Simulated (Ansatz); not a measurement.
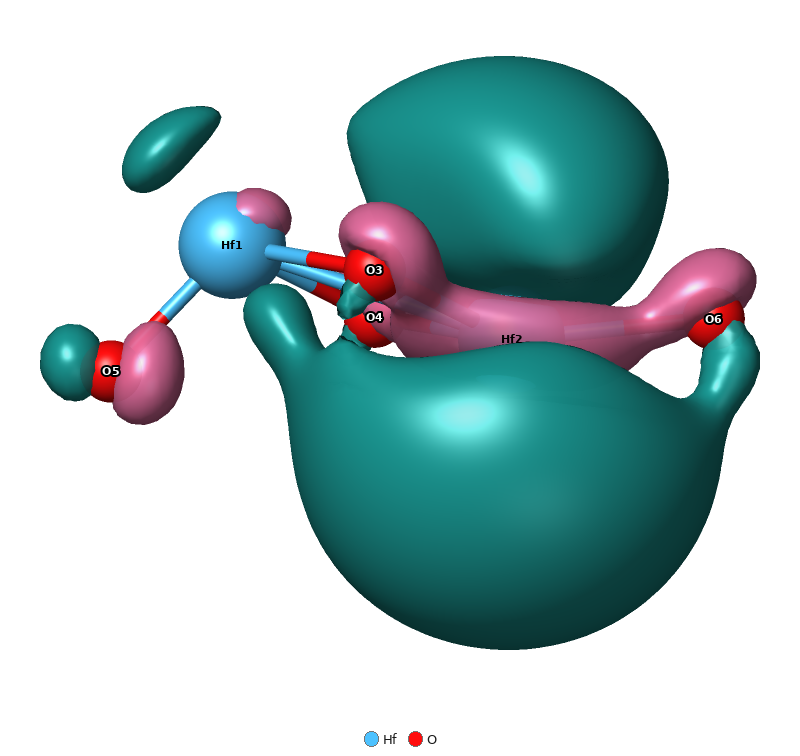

Hf₂O₄ (triplet). One frontier orbital at ±0.05 Å⁻³ᐟ² (teal and pink are the two phases), seen from one side.

Geometry: r2SCAN-D4/def2-SVP; core potentials replace the inner electrons of Hf.

All numbers below come from Ansatz, UKS PBE0-D4/def2-TZVP.

Input file:

```
crystal:
  periodic: [false, false, false]
  atoms:
    - {symbol: Hf, position_ang: [-0.679553, 1.523506, 0.257508]}
    - {symbol: Hf, position_ang: [0.369748, -1.240999, -0.046569]}
    - {symbol: O, position_ang: [-0.992523, -0.102442, -0.865983]}
    - {symbol: O, position_ang: [0.709193, 0.330633, 1.067097]}
    - {symbol: O, position_ang: [0.145370, 2.735496, -0.743240]}
    - {symbol: O, position_ang: [0.447764, -3.246192, 0.331187]}
basis:
  gaussian: {orbitals: def2-TZVP, initial_orbitals: start.molden}
magnetization: {spin_polarized: true, initial_magnetization: 2}
hamiltonian: {xc: pbe0, dispersion: d4}
scf: {omitted_lower_state_checks: [starts]}
output: {orbitals: {seedname: orbitals}}
```

Launched as:

```sh
ansatz run in.yaml --threads 4 --pin off --events-out ev --progress --plain --max-ram 4787MiB
```

> Which orbital is it: HOMO (α) or LUMO (α)?

The HOMO (α), at −5.14 eV. It lies mainly on Hf2 (about 85 %).
